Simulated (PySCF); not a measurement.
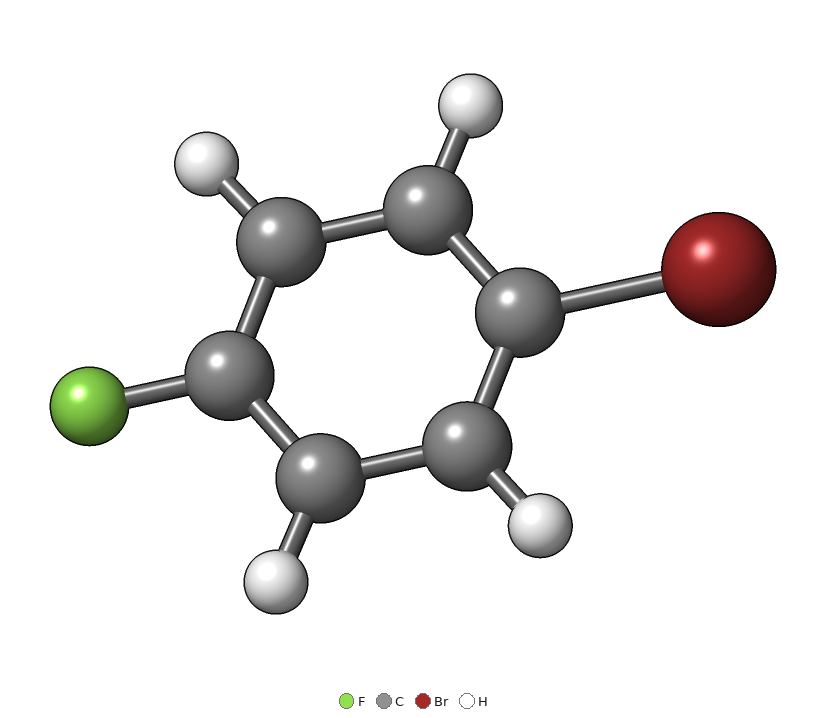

The picture shows a molecular structure as a ball-and-stick model. Every bond is drawn as one stick, whatever its order.

The computed structure is the end point of a PBE0-D3(BJ)/def2-SVP optimisation. No frequency run is at hand to confirm it as a minimum.

What does the picture show?

It has 12 atoms: 6 carbon, 4 hydrogen, 1 bromine and 1 fluorine (C₆H₄BrF). As SMILES it reads `Fc1ccc(Br)cc1`. Independent rings (smallest set): 1 of 6 members, 1 of them aromatic. Among its groups: C–F bond, C–Br bond. The point group is C2v. All atoms lie on one plane. Coordination: 6 C trigonal planar.

More results for the same structure follow; atom numbers are the same in all pictures, views and colours differ.

Geometry

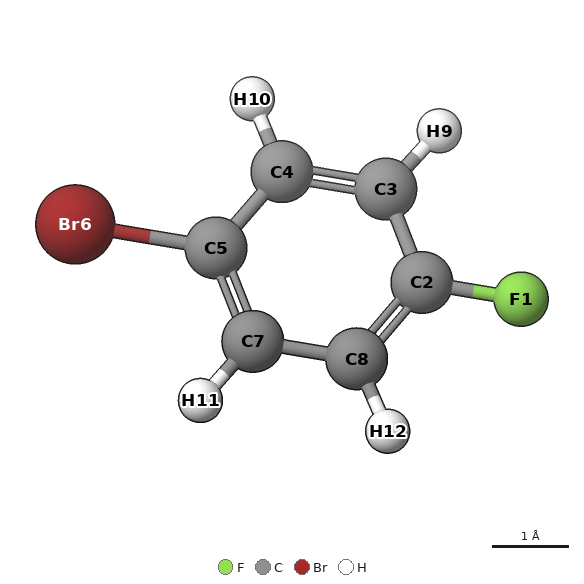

Atoms carry their numbers in the input. No frequency run is at hand to confirm it as a minimum.

Give the bond lengths.

| bond | length (Å) | order |
| --- | --- | --- |
| F1–C2 | 1.331 | single |
| C2–C3 | 1.390 | aromatic |
| C2–C8 | 1.390 | aromatic |
| C3–C4 | 1.393 | aromatic |
| C3–H9 | 1.091 | single |
| C4–C5 | 1.395 | aromatic |
| C4–H10 | 1.091 | single |
| C5–Br6 | 1.887 | single |
| C5–C7 | 1.395 | aromatic |
| C7–C8 | 1.393 | aromatic |
| C7–H11 | 1.091 | single |
| C8–H12 | 1.091 | single |

Charges

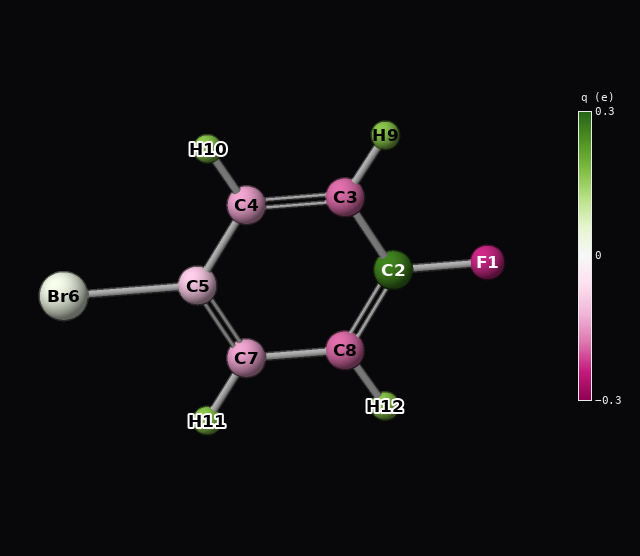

Atoms are coloured by their IAO charges. No frequency run is at hand to confirm it as a minimum. Method: PBE0/pcSseg-0, gas phase (PySCF 2.14.0).

Which atom carries the highest charge (most positive or least negative)?

C2 (0.26 e).

And the lowest?

F1 (−0.23 e).

Give the IAO charges atom by atom.

```tsv
atom	value (e)
F1	−0.23
C2	0.26
C3	−0.19
C4	−0.14
C5	−0.10
Br6	0.03
C7	−0.14
C8	−0.19
H9	0.17
H10	0.17
H11	0.17
H12	0.17
```

Levels of theory compared

No frequency run is at hand to confirm it as a minimum. Program: PySCF 2.14.0.

Tabulate HOMO–LUMO gap (eV) at these levels: PBE0/aug-cc-pVDZ; PBE0/cc-pVDZ; PBE0/cc-pVTZ; PBE0/def2-TZVP; PBE0/pcSseg-0.

```
           level  HOMO–LUMO gap (eV)
PBE0/aug-cc-pVDZ                6.08
    PBE0/cc-pVDZ                6.20
    PBE0/cc-pVTZ                6.14
  PBE0/def2-TZVP                6.11
   PBE0/pcSseg-0                6.31
```

NMR shielding

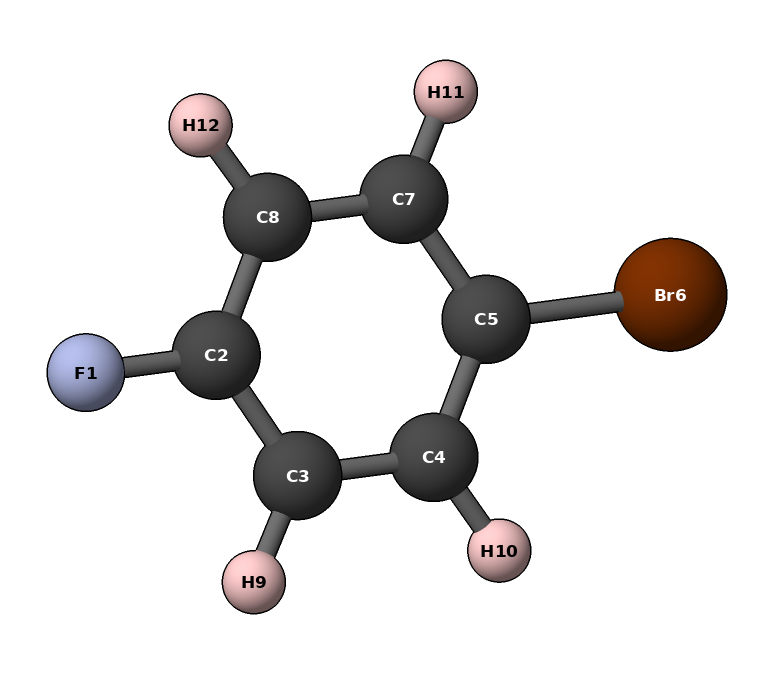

No frequency run is at hand to confirm it as a minimum. Properties computed with GIAO PBE0/aug-cc-pVDZ NMR shielding, non-relativistic, gas phase (PySCF 2.14.0). Principal shieldings σ11 ≤ σ22 ≤ σ33, span Ω = σ33 − σ11, skew κ = 3(σiso − σ22)/Ω.

Give the shielding tensors of the F atoms.

```csv
atom,σ11,σ22,σ33,σiso,Ω,κ
F1,233.8,303.4,385.5,307.6,151.7,0.08
```

Shieldings and span in ppm.
